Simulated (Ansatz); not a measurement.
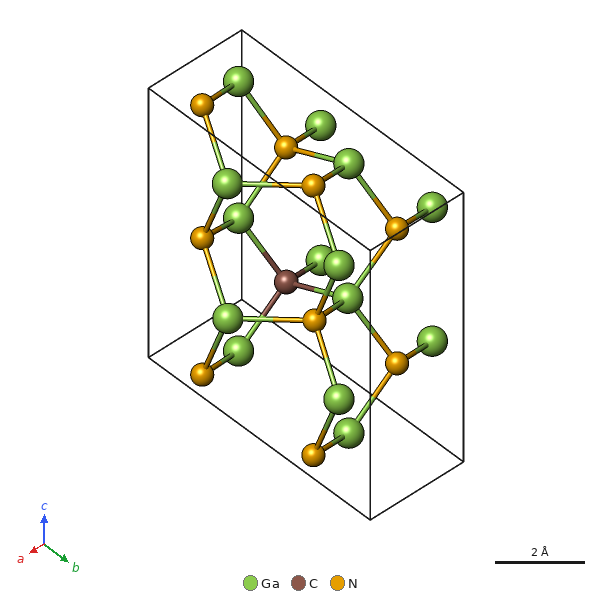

Crystal structure, ball-and-stick style, seen slightly off an axis. The supercell is outlined; an atom on or near a face, edge or corner is repeated at each equivalent position. The host is GaN, in a cell of 16 sites, and the cell carries a charge of -1.

Name the defect and give its surroundings.

Answer. Carbon on a nitrogen site (a substitutional impurity). It is bonded to four Ga in a tetrahedral arrangement at about 1.9 Å.

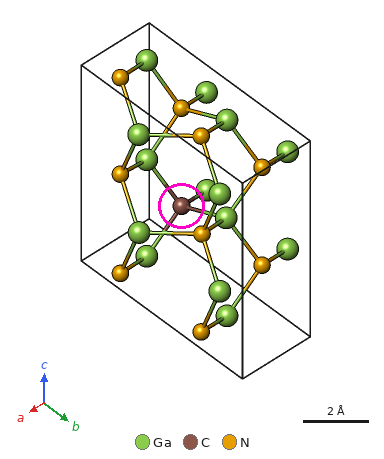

The same cell with a ring at the defect's site.

The atoms were relaxed in the host's cell with DFT HSE06, scalar-relativistic, plane waves, PAW (Ansatz).
